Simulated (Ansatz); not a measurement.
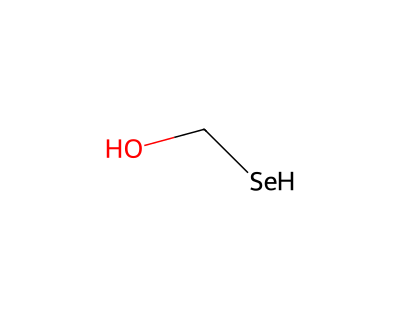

> Write the SMILES.

OC[SeH]

> Give the formula, hydrogens included.

CH4OSe.

> An optimisation with PBE0-D4/def2-TZVP gave a structure of which point group?

C1.

The parts below concern this one geometry. Atoms keep their numbers from picture to picture. The computed structure is the end point of a PBE0-D4/def2-TZVP optimisation.

**Vibrations**

Harmonic vibrations computed with RKS PBE0-D4/def2-TZVP (Ansatz 0.2.0) at a stationary point of the same level.

> How many vibrational modes are there, and where do they lie?

15 modes: 168, 275, 361, 591, 715, 942, 1101, 1192, 1292, 1388, 1480, 2439, 3068, 3154, 3853 cm⁻¹.

**Electronic properties**

Properties computed with RKS PBE0-D4/def2-QZVPP (Ansatz 0.2.0).

What does the calculation give?

- HOMO energy (Kohn–Sham orbital): −6.90 eV
- LUMO energy (Kohn–Sham orbital): −0.29 eV
- HOMO–LUMO gap: 6.60 eV
- dispersion correction: −8.5 kJ/mol

**Charges**

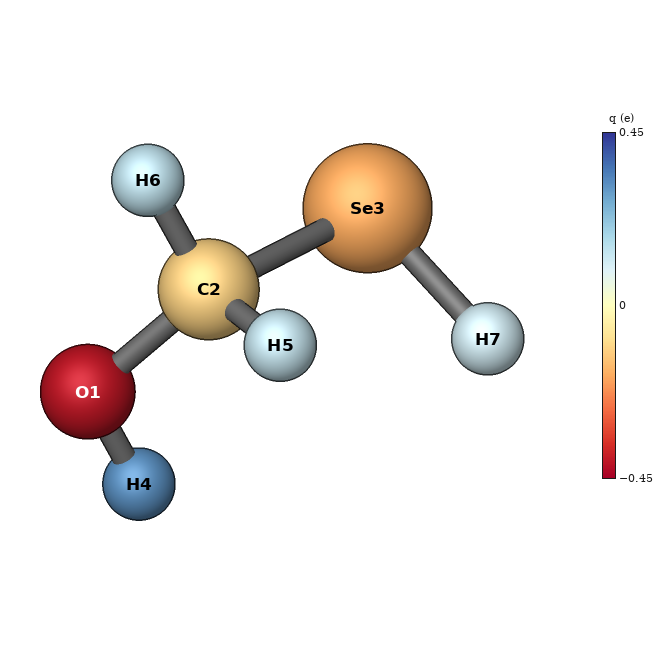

Atoms are coloured by their Mulliken charges. Properties computed with RKS PBE0-D4/def2-TZVP (Ansatz 0.2.0).

> Which atom carries the highest charge (most positive or least negative)?

H4 (0.31 e).

> And the lowest?

O1 (−0.40 e).

List the Mulliken charges.

```
atom  value (e)
  O1      −0.40
  C2      −0.11
 Se3      −0.18
  H4       0.31
  H5       0.13
  H6       0.14
  H7       0.11
```

Mulliken values depend strongly on the basis set and can even reverse the polarity of a bond.
